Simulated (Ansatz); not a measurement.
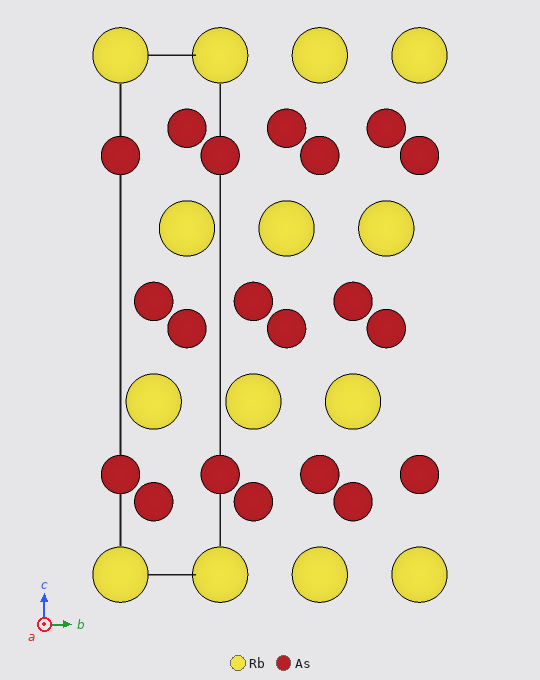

Projection along an edge of the hexagonal mesh, stacking direction c upwards. Every atom sits on one of the three columns of the mesh; call them A, B, C in the order in which they first turn up. The sequence starts with the first layer at or above the cell's origin.

RbAs2. Coordinates: the end point of a relaxation with Ansatz, DFT PBE+D3(BJ), scalar-relativistic, plane waves, PAW; the starting structure was generated, so it need not be a known form of this composition.

Q: Give the sequence of layers in one repeat, with element and column.

A: Rb(A) – As(B) – As(A) – Rb(B) – As(C) – As(B) – Rb(C) – As(A) – As(C) (nine layers in 18.65 Å).

Heights of the layers:

```tsv
layer	atoms (column)	height (Å)	to next (Å)
1	Rb(A)	0.00	2.62
2	As(B)	2.62	0.98
3	As(A)	3.60	2.62
4	Rb(B)	6.22	2.62
5	As(C)	8.84	0.98
6	As(B)	9.82	2.62
7	Rb(C)	12.44	2.62
8	As(A)	15.06	0.98
9	As(C)	16.03	2.62
```
